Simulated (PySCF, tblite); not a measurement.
**C₃H₃O₃−: dynamics, then NMR shifts on frames**

Aim: move C₃H₃O₃− (`C=C([O-])C(=O)O`) away from its starting geometry and see how NMR shifts follow the geometry.

Programs: tblite 0.8.0 and PySCF 2.14.0, with density-fitted response routines of our own. Each step states its level of theory. These are calculated values for one molecule in the gas phase, unless marked as measured. Atoms count from 0, in the outputs and in this text.

**1. Starting geometry**

9 atoms, charge -1, multiplicity 1; geometry from: GFN2-xTB.

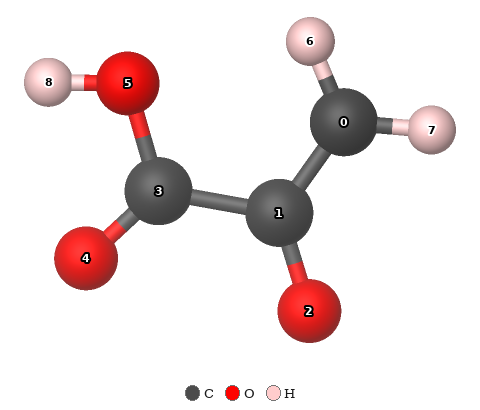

The starting geometry (carbon dark grey, oxygen red, hydrogen pink), atoms numbered.

**2. Dynamics with GFN2-xTB**

The job: settings as JSON, then the geometry in Å.

```
{"job": {"kind": "md", "xc": "GFN2-xTB", "basis": "xTB", "temperature": 300, "steps": 2000, "every": 50, "frames": 5}, "charge": -1, "multiplicity": 1}
C     -1.308156     0.586482    -0.104386
C     -0.620056    -0.598032    -0.127467
O     -1.089991    -1.761125    -0.282730
C      0.868885    -0.479330     0.057015
O      1.676787    -1.388763     0.076504
O      1.360011     0.798830     0.221406
H     -0.815383     1.532153     0.034662
H     -2.379788     0.598138    -0.227856
H      2.321254     0.717642     0.327671
```

Level: GFN2-xTB Langevin dynamics, gas phase.

On the command line:

```
$ OMP_NUM_THREADS=1 python probes_run.py task.json out
```

The driver reads the jobs from task.json and runs them one after another.

The log of the run:

```text
t/fs     T/K      E/eV
    0.0   279.1   -553.16269
   25.0   166.7   -552.92011
   50.0   244.2   -552.88144
   75.0   161.8   -552.92756
  100.0   231.0   -553.06238
  125.0   214.4   -552.95739
  150.0   248.2   -553.04426
  175.0   249.2   -552.99218
  200.0   170.0   -552.94935
  225.0   169.3   -552.93327
  250.0   257.3   -552.96395
  275.0   225.9   -552.97589
  300.0   225.0   -552.99392
  325.0   170.1   -552.94319
  350.0   251.4   -553.02878
  375.0   369.4   -552.99309
  400.0   413.5   -552.94367
  425.0   365.4   -552.90333
  450.0   272.3   -552.94679
  475.0   383.5   -553.01138
  500.0   263.8   -552.79907
  525.0   438.7   -553.02099
  550.0   183.8   -552.72929
  575.0   391.4   -552.88701
  600.0   212.1   -552.72845
  625.0   410.0   -552.91858
  650.0   242.6   -552.90407
  675.0   217.9   -552.94135
  700.0   280.2   -553.04388
  725.0   242.5   -553.04618
  750.0   248.7   -553.03151
  775.0   342.2   -552.96509
  800.0   406.5   -552.99157
  825.0   303.7   -552.94630
  850.0   296.7   -553.02096
  875.0   256.4   -553.01692
  900.0   217.9   -552.95158
  925.0   277.9   -552.94971
  950.0   197.1   -552.91881
  975.0   275.2   -552.87014
 1000.0   190.8   -552.67020
```

It took 5.3 s on 1 thread of Arm Neoverse V2, shared host; peak memory 0.19 GiB.

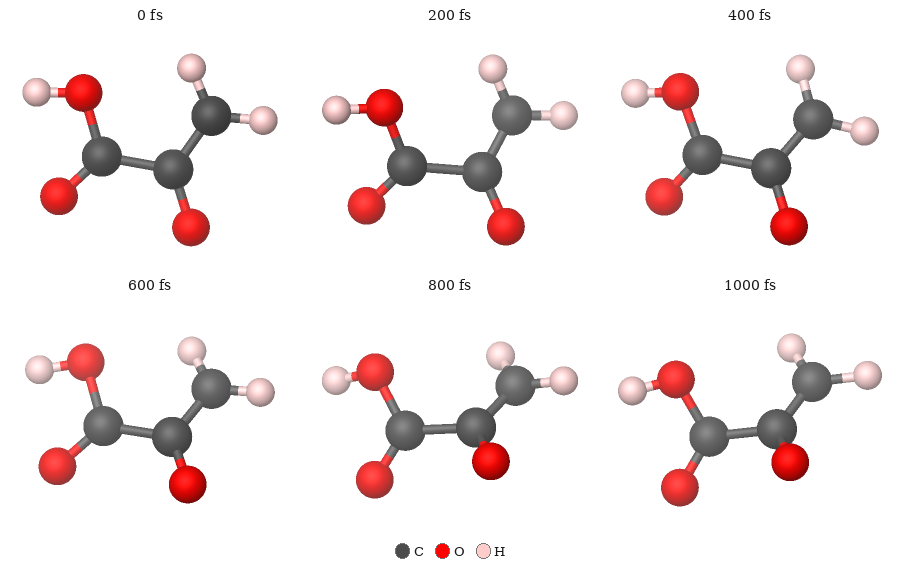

Frames of the run.

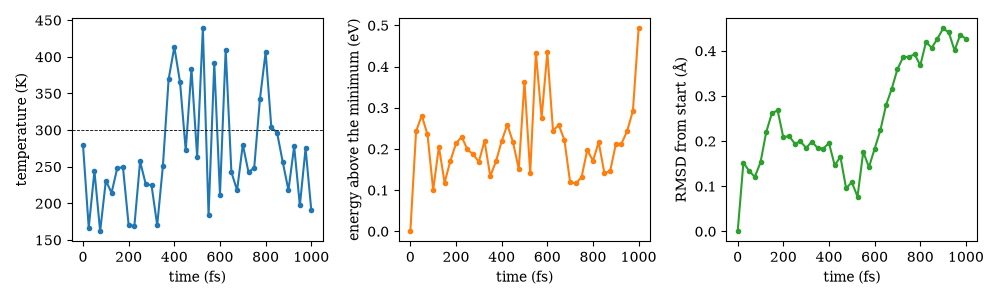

Temperature, potential energy and distance from the start.

Positions (Å) and forces (eV/Å) at 1000 fs:

```xyz
9

C    -1.738    0.780    0.720   -2.427    0.948    0.806
C    -1.035   -0.155    0.057   -0.859    1.055    0.463
O    -1.263   -0.627   -1.071   -0.348   -1.231   -1.249
C     0.300   -0.516    0.584    0.705   -0.233   -1.624
O     0.829   -1.602    0.399    0.255    0.264    0.879
O     1.091    0.599    0.760   -1.056    0.086    0.498
H    -1.327    1.311    1.552    0.202   -0.121    0.537
H    -2.861    1.036    0.578    1.988   -0.442   -0.343
H     1.978    0.299    0.694    1.540   -0.327    0.033
```

**3. NMR shieldings: 250 fs, PBE0/pcSseg-1**

The job: settings as JSON, then the geometry in Å.

```
{"job": {"kind": "nmr", "xc": "PBE0", "basis": "pcSseg-1", "pop": false}, "charge": -1, "multiplicity": 1}
C     -1.190200     0.229200     0.341400
C     -0.556600    -0.892700    -0.013300
O     -0.974200    -2.016200    -0.342100
C      0.954000    -0.877000     0.004000
O      1.684200    -1.818400     0.183600
O      1.505600     0.400200    -0.053000
H     -0.736200     1.211800     0.556200
H     -2.259900     0.180000     0.529600
H      2.458700     0.391700     0.217600
```

With the program's defaults for keys left out, this is: GIAO PBE0/pcSseg-1 NMR shielding, non-relativistic, gas phase.

The log of the run:

```text
coarse grid: 8376 points
cycle   1  E = -341.0464200103  dE =  1.111e+00  |g| = 1.228e+00  |ddm| = 2.821e+00
cycle   2  E = -339.6027265259  dE =  1.444e+00  |g| = 2.791e+00  |ddm| = 6.623e+00
cycle   3  E = -341.2500564447  dE = -1.647e+00  |g| = 6.428e-01  |ddm| = 6.205e+00
cycle   4  E = -341.3334049321  dE = -8.335e-02  |g| = 1.716e-01  |ddm| = 7.904e-01
cycle   5  E = -341.3387042502  dE = -5.299e-03  |g| = 5.201e-02  |ddm| = 1.683e-01
cycle   6  E = -341.3392122472  dE = -5.080e-04  |g| = 2.466e-02  |ddm| = 6.390e-02
cycle   7  E = -341.3393532733  dE = -1.410e-04  |g| = 7.236e-03  |ddm| = 2.913e-02
cycle   8  E = -341.3393623899  dE = -9.117e-06  |g| = 2.489e-03  |ddm| = 6.630e-03
final grid: 83368 points
cycle   9  E = -341.4057490529  dE =  2.676e-06  |g| = 1.477e-02  |ddm| = 1.775e-02
cycle  10  E = -341.4056371037  dE =  1.119e-04  |g| = 2.818e-02  |ddm| = 3.665e-02
cycle  11  E = -341.4057858596  dE = -1.488e-04  |g| = 3.306e-03  |ddm| = 2.907e-02
cycle  12  E = -341.4057881602  dE = -2.301e-06  |g| = 2.682e-04  |ddm| = 3.435e-03
cycle  13  E = -341.4057881708  dE = -1.066e-08  |g| = 1.567e-04  |ddm| = 4.824e-04
cycle  14  E = -341.4057881752  dE = -4.339e-09  |g| = 4.566e-05  |ddm| = 1.386e-04
cycle  15  E = -341.4057881755  dE = -3.694e-10  |g| = 1.485e-05  |ddm| = 4.559e-05
converged SCF energy = -341.4057881755

GIAO shielding tensors (ppm)
atom      isotropic    diamagn.    paramagn.     s11        s22        s33       span
  0 C      125.178     257.124    -131.946     53.624    148.033    173.876    120.252
  1 C       27.686     239.997    -212.311    -71.615     65.218     89.454    161.069
  2 O       31.060     398.239    -367.179   -189.935    -57.006    340.121    530.056
  3 C       13.631     253.191    -239.560    -86.870     55.928     71.835    158.705
  4 O      -67.817     401.303    -469.120   -264.174   -219.752    280.475    544.649
  5 O      126.406     392.840    -266.435     -2.041    109.286    271.972    274.014
  6 H       27.764      32.282      -4.519     24.878     26.794     31.619      6.741
  7 H       29.174      31.283      -2.109     27.013     27.065     33.443      6.430
  8 H       27.327      31.316      -3.989     22.319     25.698     33.964     11.645
```

Wall time 7.1 s (1 thread of Arm Neoverse V2, shared host); peak memory 0.53 GiB.

The references, computed at this level on geometries of the same kind, shield at (ppm): 1H TMS 31.72, 13C TMS 186.9, 17O H2O 336.1. Their shielding less the atom's gives the shift. The references are single molecules in the gas phase, so shifts against H2O, NH3, PH3, H3PO4 or CFCl3 are not on the usual liquid scales and can be off by tens of ppm. Each atom is listed at this fixed geometry, with no averaging over motion; a spectrum would average atoms that exchange fast.

| atoms | environment | σ (ppm) | δ (ppm) |
| --- | --- | --- | --- |
| C3 | carboxylic acid carbon | 13.6 | 173.3 |
| C1 | α carbon of a C=C–C=O unit | 27.7 | 159.2 |
| C0 | β carbon of a C=C–C=O unit | 125.2 | 61.7 |
| H8 | hydrogen on an acid hydroxyl oxygen | 27.33 | 4.39 |
| H6 | hydrogen on a β carbon of a C=C–C=O unit | 27.76 | 3.95 |
| H7 | hydrogen on a β carbon of a C=C–C=O unit | 29.17 | 2.54 |
| O4 | carbonyl oxygen | -67.8 | 403.9 |
| O2 | oxygen bonded to C | 31.1 | 305.0 |
| O5 | acid hydroxyl oxygen | 126.4 | 209.7 |

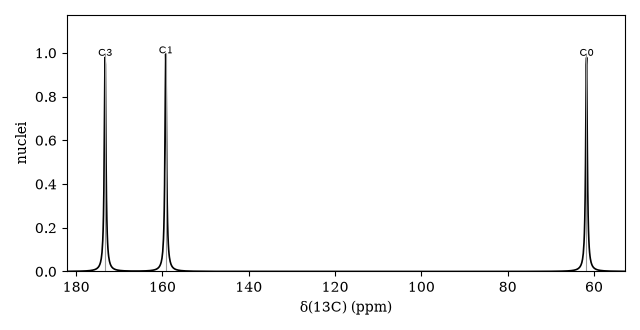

13C lines at the computed shifts, without couplings. Lines are broadened to a width of 0.45 ppm (Lorentzian).

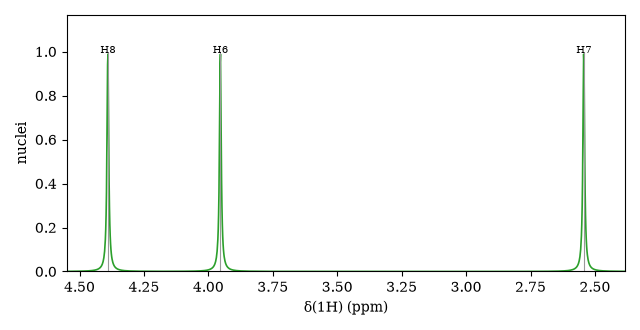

1H lines at the computed shifts, without couplings. Lines are broadened to a width of 0.01 ppm (Lorentzian).

**4. Nuclear shieldings: 425 fs, PBE0/pcSseg-1**

The job: settings as JSON, then the geometry in Å.

```
{"job": {"kind": "nmr", "xc": "PBE0", "basis": "pcSseg-1", "pop": false}, "charge": -1, "multiplicity": 1}
C     -1.295600    -0.038900     0.073900
C     -0.445900    -1.096200    -0.295900
O     -0.733200    -2.130400    -0.990400
C      0.980700    -1.065100     0.207200
O      1.857000    -1.951100     0.238900
O      1.453500     0.205800     0.585800
H     -0.928800     0.910100     0.574800
H     -2.272700    -0.033400    -0.332000
H      2.376400     0.210300     0.923500
```

Method: GIAO PBE0/pcSseg-1 NMR shielding, non-relativistic, gas phase.

The log of the run:

```text
coarse grid: 8376 points
cycle   1  E = -341.0271334905  dE =  8.779e-01  |g| = 1.258e+00  |ddm| = 2.776e+00
cycle   2  E = -339.5369754706  dE =  1.490e+00  |g| = 2.903e+00  |ddm| = 6.112e+00
cycle   3  E = -341.2522426655  dE = -1.715e+00  |g| = 6.083e-01  |ddm| = 5.596e+00
cycle   4  E = -341.3259380764  dE = -7.370e-02  |g| = 2.084e-01  |ddm| = 7.475e-01
cycle   5  E = -341.3338419833  dE = -7.904e-03  |g| = 7.863e-02  |ddm| = 2.278e-01
cycle   6  E = -341.3351674675  dE = -1.325e-03  |g| = 2.977e-02  |ddm| = 8.960e-02
cycle   7  E = -341.3353525790  dE = -1.851e-04  |g| = 1.067e-02  |ddm| = 2.899e-02
cycle   8  E = -341.3353754407  dE = -2.286e-05  |g| = 2.994e-03  |ddm| = 1.009e-02
cycle   9  E = -341.3353770199  dE = -1.579e-06  |g| = 9.399e-04  |ddm| = 3.765e-03
final grid: 83368 points
cycle  10  E = -341.4019380918  dE =  5.255e-06  |g| = 1.508e-02  |ddm| = 1.880e-02
cycle  11  E = -341.4017860344  dE =  1.521e-04  |g| = 3.128e-02  |ddm| = 3.634e-02
cycle  12  E = -341.4019767916  dE = -1.908e-04  |g| = 4.216e-03  |ddm| = 2.985e-02
cycle  13  E = -341.4019804300  dE = -3.638e-06  |g| = 3.433e-04  |ddm| = 4.010e-03
cycle  14  E = -341.4019804444  dE = -1.438e-08  |g| = 2.026e-04  |ddm| = 4.109e-04
cycle  15  E = -341.4019804534  dE = -9.057e-09  |g| = 6.223e-05  |ddm| = 2.007e-04
cycle  16  E = -341.4019804541  dE = -7.273e-10  |g| = 2.054e-05  |ddm| = 7.600e-05
converged SCF energy = -341.4019804541

GIAO shielding tensors (ppm)
atom      isotropic    diamagn.    paramagn.     s11        s22        s33       span
  0 C      107.682     257.747    -150.066     16.589    146.331    160.125    143.536
  1 C       16.574     240.637    -224.064    -92.326     55.379     86.668    178.994
  2 O      -16.675     396.464    -413.139   -272.476   -105.426    327.877    600.353
  3 C        7.152     249.640    -242.488    -96.924     50.254     68.126    165.050
  4 O     -106.332     400.374    -506.706   -328.817   -256.244    266.066    594.882
  5 O      108.451     393.992    -285.541    -31.387     92.649    264.091    295.477
  6 H       26.643      31.644      -5.000     23.649     25.370     30.911      7.262
  7 H       28.529      32.417      -3.888     25.899     27.565     32.124      6.225
  8 H       26.802      32.096      -5.294     21.898     25.767     32.741     10.843
```

Wall time 6.9 s (1 thread of Arm Neoverse V2, shared host); peak memory 0.54 GiB.

In short: δ C3 179.8, C1 170.4, C0 79.2, O4 442.4, H6 5.07, H8 4.91 ppm.

[end of part 1 of 2]
